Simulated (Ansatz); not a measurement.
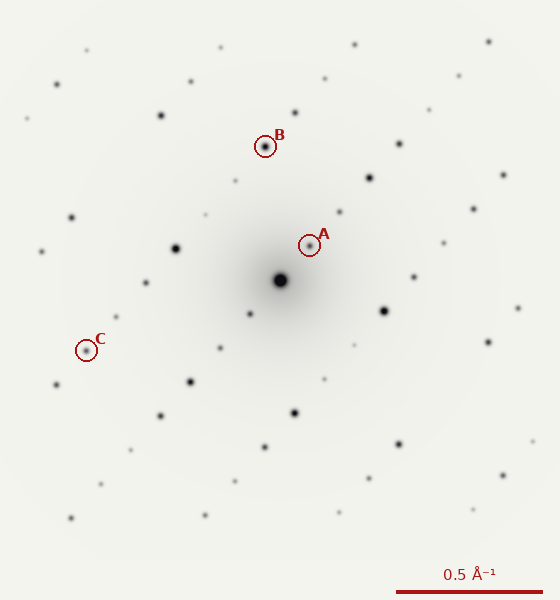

Kinematic zone-axis pattern, calculated for 200 keV electrons with B = 1 Å². The zone axis points towards the electron source and the pattern is seen from the source side.

ReSb2, space group P-3m1 (No. 164), a = 3.40 Å, c = 6.44 Å (hexagonal axes). Structure: the input geometry of an electronic-structure calculation (not necessarily at equilibrium); the starting structure was generated, so it need not be a known form of this composition.

```cif
data_structure
_symmetry_space_group_name_H-M 'P-3m1'
_symmetry_Int_Tables_number 164
_cell_length_a 3.4032
_cell_length_b 3.4032
_cell_length_c 6.4400
_cell_angle_alpha 90.000
_cell_angle_beta 90.000
_cell_angle_gamma 120.000
_cell_volume 64.60
loop_
_atom_site_label
_atom_site_type_symbol
_atom_site_symmetry_multiplicity
_atom_site_Wyckoff_symbol
_atom_site_fract_x
_atom_site_fract_y
_atom_site_fract_z
_atom_site_occupancy
Re1 Re 1 a 0.00000 0.00000 0.00000 1
Sb1 Sb 2 d 0.33333 0.66667 0.28892 1
```

Spot A is indexed 0 0 -1 and spot B 0 1 -2.

> Give hkl for C.

C = −6A + B = 0 1 4 (d = 1.413 Å).

> Which zone axis is this?

The cross product of A and B is parallel to [100]; every spot obeys hu + kv + lw = 0.

> What are the spacings of A and B and the angle between them?

d(A) = 6.440 Å, d(B) = 2.174 Å, and the angle is 47.5°.
